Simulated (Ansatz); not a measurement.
Electronic density of states of amorphous IGZO (In₁₈Ga₁₈Zn₁₈O₇₂), density 5.78 g/cm³, on a 2×2×2 Γ-centred mesh with a Gaussian width of 0.1 eV; energies count from the Fermi level, whose place inside the gap is arbitrary. Cell and mesh are small, so fine structure isn't converged. Computed with PBE, scalar-relativistic without spin-orbit coupling (plane waves to 420 eV, PAW; Ansatz, a program for electronic structure). Sampling: a 2×2×2 Γ-centred mesh; Fermi-Dirac width 0.02 eV; no spin polarisation. At PBE the levels at the filled edge of the gap are localised (band-tail or defect states), and the nearest spread-out levels lie 0.9 eV apart at the zone centre.

It comes from a melt-quench run on a machine-learned potential (CHGNet), relaxed afterwards by DFT. O atoms were pushed apart under 1.9 Å during the dynamics, to hinder bonds among them. The hot cell started wider than the set density and was brought back towards it in steps. It is the lowest in DFT energy of 4 quenches. It is a model cell: composition and starting density were chosen by hand, and all elements were melted together. No dispersion term was used. Its density started from a set value of 5.90 and ended at 5.78 g/cm³. The simulated quench (nominally 170 K/ps over its main leg) is rapid and tends to freeze in more defects than a deposited or slowly cooled glass has. A cell of this size samples the disorder only roughly. The volume was free in the relaxation, at fixed shape. Stress components on the final sampling reach 1.4 GPa.

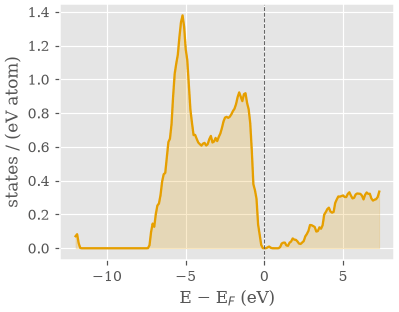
*Density of states per atom*

The level gap on this mesh is 0.60 eV; the broadening fills part of it in the curve.
